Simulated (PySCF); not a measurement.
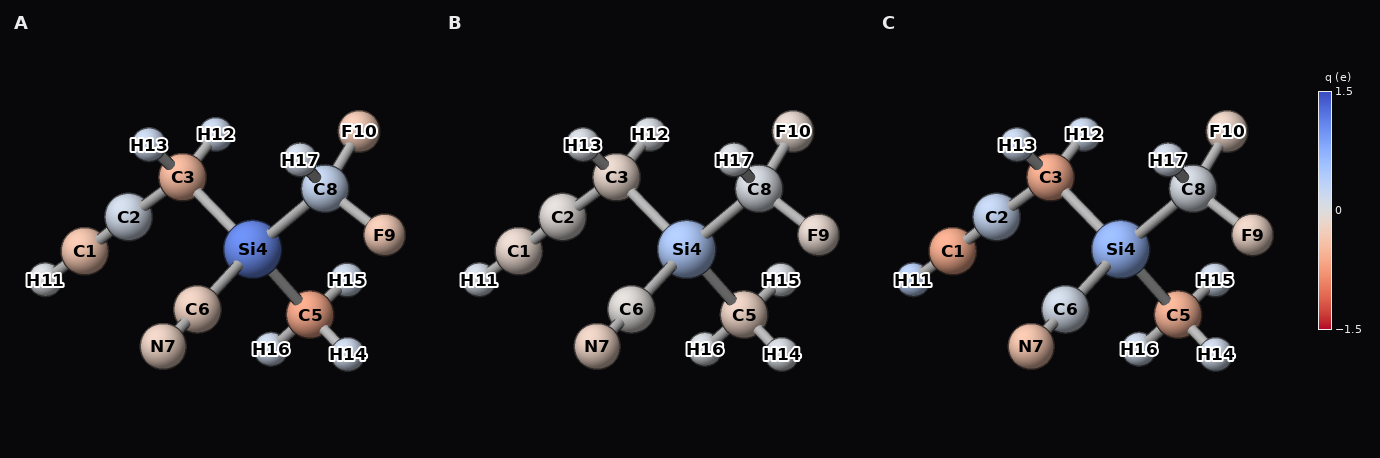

Atomic charges of one calculation by 3 schemes, on one colour scale. The computed structure is the end point of a GFN2-xTB optimisation. No frequency run is at hand to confirm it as a minimum. Method: PBE0/pcSseg-1 (PySCF 2.14.0).

Question: The schemes are ESP-fitted, Hirshfeld, Mulliken. Which panel shows which?

Answer: A Mulliken, B Hirshfeld, C ESP-fitted.

List the charges (e), one line for each set of equivalent atoms.

```csv
atom,Mulliken,Hirshfeld,ESP-fitted
C1,−0.35,−0.12,−0.58
C2,0.13,−0.04,0.25
C3,−0.47,−0.13,−0.57
Si4,1.03,0.44,0.63
C5,−0.62,−0.20,−0.52
C6,−0.21,−0.03,0.12
N7,−0.19,−0.19,−0.36
C8,0.24,0.06,0.08
F9,−0.30,−0.11,−0.18
F10,−0.31,−0.11,−0.18
H11,0.04,0.09,0.35
H12,0.19,0.06,0.20
H13,0.19,0.07,0.19
H14,0.17,0.06,0.14
H15,0.16,0.06,0.16
H16,0.17,0.05,0.15
H17,0.13,0.05,0.12
```

The geometry is semi-empirical. Around Si such bond lengths and angles can be off by a tenth of an ångström or more and by several degrees, and values that hang on the shape move with them.
